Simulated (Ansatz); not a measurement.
# Calculations on GaH3SOCl2

Part 1: Relaxation

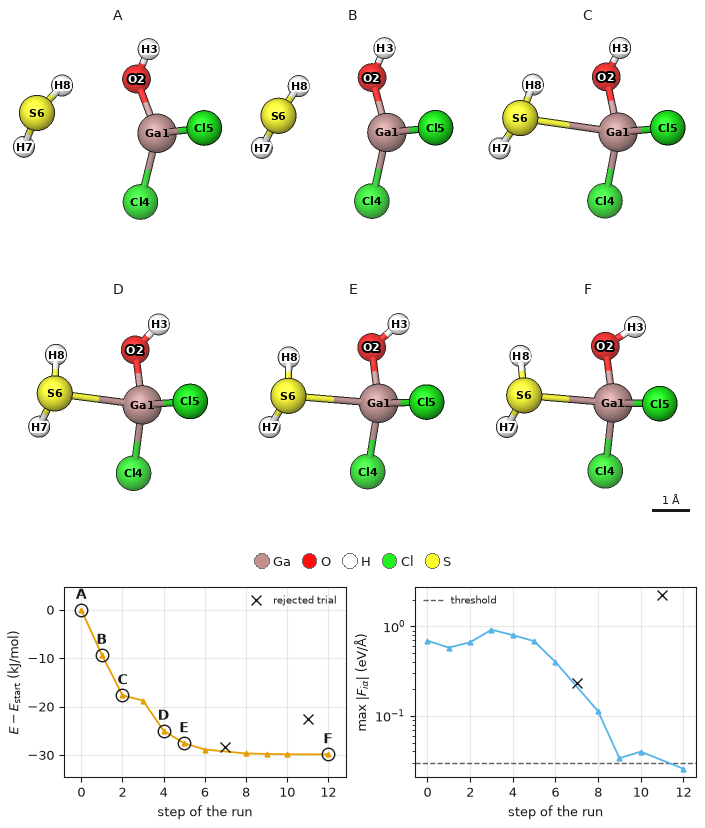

Frames of a relaxation of GaH$_{3}$SOCl$_{2}$, marked on the history of the run. The picture is a ball-and-stick view, seen at a tilt.

The run prepares an end point of a later path (reaction) calculation, from a guessed geometry.

Method: Ansatz 0.2.0, RKS B3LYP-D4/def2-SVP.

The input:
```yaml
crystal:
  periodic: [false, false, false]
  atoms:
    - { symbol: Ga, position_ang: [-0.069921, -0.218092, 0.038856] }
    - { symbol: O, position_ang: [-0.127566, -0.419557, 1.81641] }
    - { symbol: H, position_ang: [-1.031795, -0.473683, 2.161969] }
    - { symbol: Cl, position_ang: [1.847619, -0.314727, -0.896078] }
    - { symbol: Cl, position_ang: [-1.8863, -0.142436, -1.09777] }
    - { symbol: S, position_ang: [0.543375, 2.880176, 1.453211] }
    - { symbol: H, position_ang: [1.857479, 2.637315, 1.244632] }
    - { symbol: H, position_ang: [0.38721, 1.704204, 2.16337] }
basis:
  gaussian: { orbitals: def2-SVP }
hamiltonian:
  xc: b3lyp
  dispersion: d4
relax:
  f_tol: 0.03
  max_steps: 50
```

Launched with:
```bash
ansatz run input.yaml --threads 4 --pin off --max-ram 5120MiB --backend cpu --events-out ev --progress --plain --runs-dir out
```

Q: Describe the path.

A: The atom that moves furthest after the best rigid fit is H3 (0.63 Å). Largest moves by element: H 0.63 Å, S 0.53 Å, Cl 0.43 Å, Ga 0.42 Å, O 0.19 Å. Near-neighbour distances that change, for instance: Ga1–S6 3.461 → 2.582 Å, Ga1–Cl4 2.136 → 2.173 Å, S6–H8 1.383 → 1.357 Å, Ga1–O2 1.790 → 1.803 Å. New bonds form, among them: Ga1–S6 (3.46 → 2.58 Å). Bond angles that change, for instance: Cl4–Ga1–Cl5 122.0° → 117.5°. Groups turn about Ga1–O2 by about 50°. After 10 accepted moves (12 points after the start) the energy has fallen by 29.8 kJ/mol. The largest force component goes from 0.69 to 0.026 eV/Å. The line search rejected the trial steps at points 7, 11 of the run. Cost: 31 s on 4 threads of Arm Neoverse V1 (shared host), peak memory 0.32 GiB. From step 0 to 1: S6 moves most (0.19 Å), energy −9.31 kJ/mol. From step 1 to 2: S6 moves most (0.20 Å), energy −8.34 kJ/mol. From step 2 to 4: H atoms move most (0.30 Å), energy −7.34 kJ/mol. From step 4 to 5: H3 moves most (0.15 Å), energy −2.58 kJ/mol. From step 5 to 12: H3 moves most (0.17 Å), energy −2.29 kJ/mol.

```tsv
step	E − E(0), kJ/mol	largest force component, eV/Å	note
0	0.00	0.6926	
1	-9.31	0.5799	
2	-17.65	0.6654	
3	-18.75	0.9181	
4	-24.99	0.8007	
5	-27.56	0.6842	
6	-28.85	0.4011	
7	-28.39	0.2358	rejected
8	-29.67	0.1125	
9	-29.75	0.0336	
10	-29.83	0.0398	
11	-22.54	2.2230	rejected
12	-29.85	0.0256
```

Limits of the set-up: the start holds two separate molecules, 2.2 Å apart at their closest, whose relative position is a soft coordinate.

Part 2: Relaxation

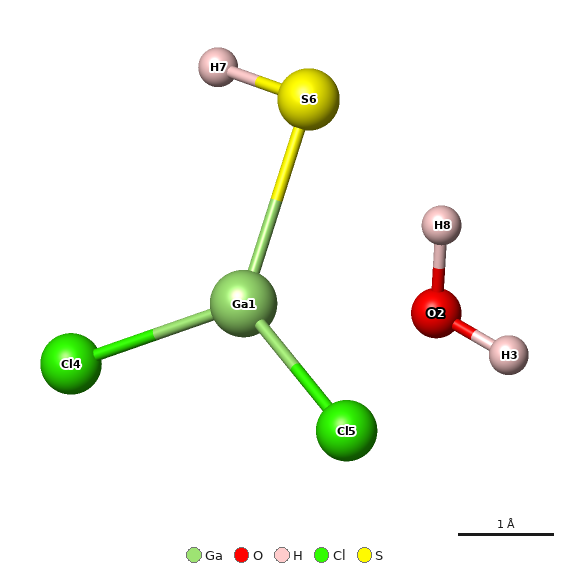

Starting structure of GaH3SOCl2. A ball-and-stick model, seen from a free direction.

The run prepares an end point of a later path (reaction) calculation, from a guessed geometry.

All numbers below come from RKS B3LYP-D4/def2-SVP in Ansatz 0.2.0.

Input
```yaml
crystal:
  periodic: [false, false, false]
  atoms:
    - { symbol: Ga, position_ang: [0.246282, 0.690803, -0.347709] }
    - { symbol: O, position_ang: [-0.082407, -0.228288, 2.461108] }
    - { symbol: H, position_ang: [-1.02454, -0.434394, 2.54159] }
    - { symbol: Cl, position_ang: [1.987765, -0.351214, -1.040914] }
    - { symbol: Cl, position_ang: [-1.71669, 0.054455, -0.947741] }
    - { symbol: S, position_ang: [0.406687, 2.635412, 0.785045] }
    - { symbol: H, position_ang: [1.751907, 2.529838, 0.906012] }
    - { symbol: H, position_ang: [-0.048904, 0.756589, 2.527209] }
basis:
  gaussian: { orbitals: def2-SVP }
hamiltonian:
  xc: b3lyp
  dispersion: d4
relax:
  f_tol: 0.03
  max_steps: 50
```

Launched with:
```bash
ansatz run input.yaml --threads 4 --pin off --max-ram 5120MiB --backend cpu --events-out ev --progress --plain --runs-dir out
```

### Where does the relaxation end?

After 9 accepted moves (10 points after the start) the energy has fallen by 11.8 kcal/mol. The largest force component goes from 0.81 to 0.023 eV/Å. The line search rejected the trial step at point 8 of the run. H3 moves most after the best rigid fit: 0.53 Å. By element the largest moves are H 0.53 Å, O 0.45 Å, Ga 0.43 Å, Cl 0.38 Å, S 0.18 Å. Among the contacts that change: Ga1–O2 2.974 → 2.119 Å, Ga1–Cl5 2.149 → 2.183 Å, Ga1–S6 2.256 → 2.234 Å, Ga1–Cl4 2.145 → 2.162 Å. New bonds form, among them: Ga1–O2 (2.97 → 2.12 Å). Bond angles that change, for instance: H3–O2–H8 103.9° → 107.0°, Cl4–Ga1–Cl5 120.5° → 117.8°.

History of the run:

```csv
step,"E − E(0), kcal/mol","largest force component, eV/Å",note
0,0.00,0.8125,
1,-2.87,1.1781,
2,-7.84,1.2644,
3,-10.03,0.9732,
4,-11.30,0.5668,
5,-11.35,0.1856,
6,-11.60,0.3101,
7,-11.75,0.1090,
8,-11.73,0.0782,rejected
9,-11.78,0.0372,
10,-11.80,0.0227,
```

The structure at the end:

```xyz
8

Ga    0.2112    0.6602    0.0756
O    -0.0661   -0.1507    2.0137
H    -0.9437   -0.5706    2.0388
Cl    1.9045   -0.4521   -0.6805
Cl   -1.7791    0.0631   -0.5926
S     0.4718    2.7874    0.7080
H     1.8223    2.6979    0.7117
H    -0.1009    0.6181    2.6099
```

After the run, drawn alike:

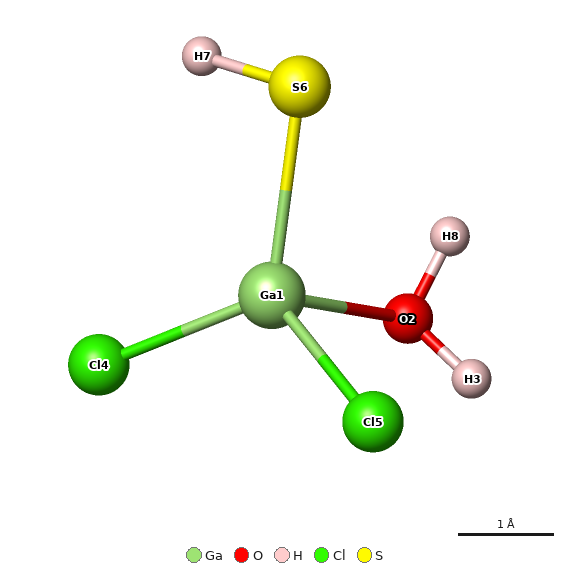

Limits of the set-up: the start holds two separate molecules, 2.6 Å apart at their closest, whose relative position is a soft coordinate.

Part 3: Path

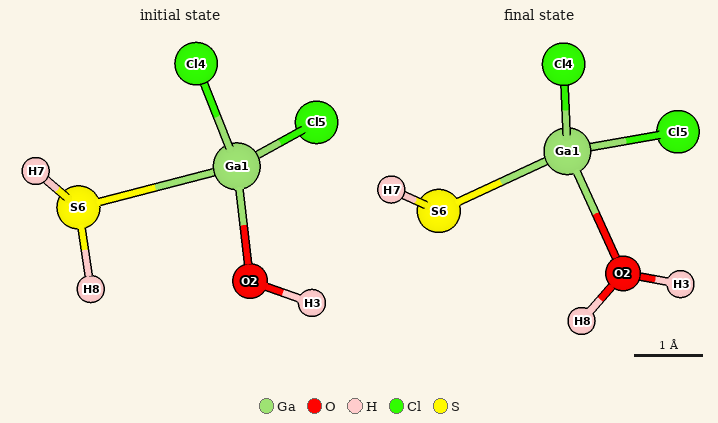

The two relaxed end points of a path for GaH3SOCl2. The picture is a ball-and-stick view, seen face on.

The calculation used Ansatz, RKS B3LYP-D4/def2-SVP.

Set-up: 5 movable images; climbing image; force threshold 0.03 eV/Å; iteration limit 60.

Start:
```xyz
8

Ga   -0.0338    0.1441    0.2512
O    -0.2503   -0.3809    1.9624
H    -0.9078   -1.0802    2.0773
Cl    1.8779   -0.2702   -0.6953
Cl   -1.7770    0.2674   -1.0273
S     0.4386    2.5507    1.0572
H     1.7790    2.3869    0.9475
H     0.3934    2.0355    2.3116
```

End:
```xyz
8

Ga    0.2277    0.6562    0.0764
O    -0.1076   -0.1405    2.0113
H    -0.9933   -0.5437    2.0188
Cl    1.9159   -0.4911   -0.6373
Cl   -1.7584    0.0936   -0.6332
S     0.5143    2.7810    0.7056
H     1.8625    2.6662    0.7396
H    -0.1411    0.6316    2.6034
```

**What barrier does the band find between them, and by what path?**

Forward barrier 4.8 kcal/mol, backward barrier 19.2 kcal/mol, with image 3 at the top; the reaction energy is −14.3 kcal/mol. A hydrogen atom shifts from one atom to another. Breaking: S6–H8 (1.36 → 1.53 at the top → 2.94 Å). Forming: O2–H8 (2.52 → 1.42 at the top → 0.97 Å). The band is converged. At the top, the vibrational analysis gives one imaginary mode (759i cm⁻¹), as a transition state must have.

Energies of the converged images:

```json
{"image": "0", "path (Å)": "0.00", "E (kcal/mol)": "0.0"}
{"image": "1", "path (Å)": "0.41", "E (kcal/mol)": "0.3"}
{"image": "2", "path (Å)": "0.82", "E (kcal/mol)": "1.9"}
{"image": "3", "path (Å)": "1.24", "E (kcal/mol)": "4.8"}
{"image": "4", "path (Å)": "1.74", "E (kcal/mol)": "-8.9"}
{"image": "5", "path (Å)": "2.24", "E (kcal/mol)": "-13.6"}
{"image": "6", "path (Å)": "2.75", "E (kcal/mol)": "-14.3"}
```

The geometry at the top of the path:

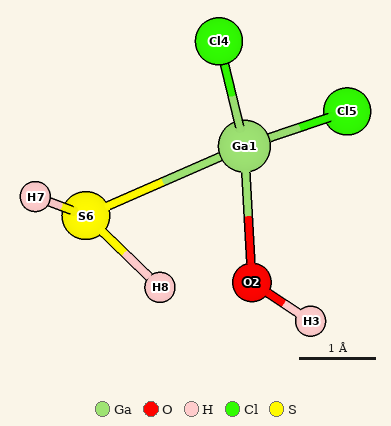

The run took 100 s on 4 threads of Arm Neoverse V1, with other jobs on the host, peak memory 0.33 GiB.
